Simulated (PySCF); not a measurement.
# Br5Ti ([TiBr5]3-): the cost of one run

Computed with PySCF 2.14.0 and routines of our own; the level stands in each step. Atoms count from 0.

### Step 1. The starting structure

6 atoms, charge -3, states of the metal's open shell are computed; geometry from: model geometry, bond lengths from ionic radii.

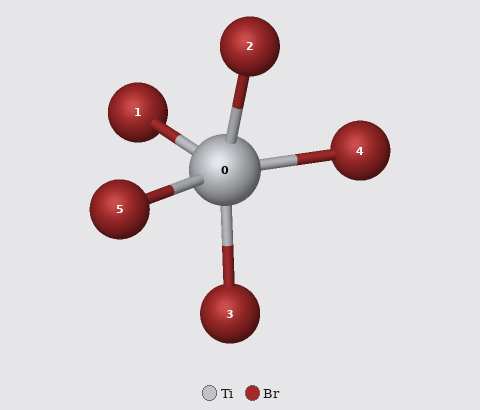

The starting geometry (titanium light grey, bromine red); sticks join atoms by distance alone.

### Step 2. Ligand-field states: state-averaged CASSCF in water

Job settings and geometry (Å):

```
{"job": {"kind": "lf", "basis": {"metal": "x2c-TZVPall", "ligand": "x2c-SVPall"}, "nevpt": true, "solvent": "water"}, "charge": -3, "metal": "Ti", "open_shell": "d2"}
Ti     0.000000     0.000000     0.000000
Br     0.000000     0.000000     2.660000
Br     2.619589     0.000000    -0.461904
Br    -2.619589     0.000000    -0.461904
Br     0.000000     2.619589    -0.461904
Br    -0.000000    -2.619589    -0.461904
```

With the program's defaults for keys left out, this is: state-averaged CASSCF of the metal d shell, SC-NEVPT2 on the averaged canonical orbitals, state-interaction spin-orbit coupling.

Started as:

```console
$ OMP_NUM_THREADS=1 python lf_run.py task.json out
```

This one command runs all jobs of the session in turn.

Q: Estimate the wall time and peak memory of this first job on 1 thread of Arm Neoverse V1, shared host.

About 43 s, with a peak of 0.65 GiB.
